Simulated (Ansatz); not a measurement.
Cu2O: structures and their energies

10 relaxations of Cu2O ended in 9 distinct structures. Method: r2SCAN (plane waves to 500 eV, PAW, scalar-relativistic; Ansatz, a first-principles code).

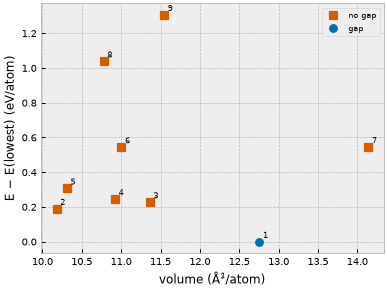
Figure: Energy against volume of the distinct structures, numbered as in the table

| # | space group | Pearson | type | E − E(lowest) (eV/atom) | V (Å³/atom) | gap (eV, no SOC) | coordination | runs ending here | spin order |
|---|---|---|---|---|---|---|---|---|---|
| 1 | Pn-3m | cP6 | – | 0.000 | 12.76 | 0.79 | – | 1 | non-magnetic |
| 2 | P-3m1 | hP3 | anti-CdI2 type | 0.19 | 10.18 | 0.00 | O 6 (octahedral), Cu 3 (trigonal pyramidal) | 2 | non-magnetic |
| 3 | P4₁2₁2 | tP12 | – | 0.23 | 11.36 | 0.00 | – | 1 | non-magnetic |
| 4 | P-31m | hP9 | AFLOW prototype AB2_hP9_162_ad_k (as in V2N) | 0.25 | 10.92 | 0.00 | – | 1 | non-magnetic |
| 5 | Pnma | oP12 | – | 0.31 | 10.31 | 0.00 | – | 1 | non-magnetic |
| 6 | Fm-3m | cF12 | anti-fluorite type | 0.54 | 11.00 | 0.00 | O 8 (cubic), Cu 4 (tetrahedral) | 1 | non-magnetic |
| 7 | P6₃/mmc | hP12 | – | 0.55 | 14.14 | 0.00 | – | 1 | ferromagnetic |
| 8 | P6/mmm | hP3 | – | 1.04 | 10.78 | 0.00 | – | 1 | ferromagnetic |
| 9 | Fd-3m | cF24 | cubic Laves (MgCu2 type) | 1.31 | 11.55 | 0.00 | Cu no near non-metal, O no near neighbour | 1 | non-magnetic |

Coordination numbers (neighbours up to the widest gap in distance over summed covalent radii, below 1.35; n+m marks a second, longer set; metal–metal contacts left out). Pn-3m, cP6, non-magnetic is the lowest among the structures calculated here.

```cif
data_Cu4O2
_chemical_formula_sum 'Cu4 O2'
_space_group_name_H-M_alt 'Pn-3m :1'
_space_group_IT_number 224
_space_group_name_Hall 'P 4n 2 3 -1n'
_cell_length_a 4.24572
_cell_length_b 4.24572
_cell_length_c 4.24572
_cell_angle_alpha 90.000
_cell_angle_beta 90.000
_cell_angle_gamma 90.000
loop_
_atom_site_label
_atom_site_type_symbol
_atom_site_symmetry_multiplicity
_atom_site_Wyckoff_symbol
_atom_site_fract_x
_atom_site_fract_y
_atom_site_fract_z
_atom_site_occupancy
Cu1 Cu 4 c 0.75000 0.75000 0.75000 1
O1 O 2 a 0.00000 0.00000 0.00000 1
```

1 run with a doubtful electronic state, a coarser numerical grid, an end not at rest or a source that can't be used is left out. Each run could gain symmetry but not lose that of its start, so entries can be saddle points. From databases, or of a type measured for this composition: Pn-3m, cP6, non-magnetic; the others are generated cells (placed on structure types, drawn at random, substituted or restacked) that were not matched to a known phase here. Each structure is listed in the lowest spin state found for it. Static energies at zero pressure. Each cell has its own k-point mesh; energy differences are given only to the digits this allows. Spin states reached: non-magnetic, ferromagnetic; non-magnetic ones ran without spin or lost their moments; spin orders were not searched systematically. No Hubbard U is applied.
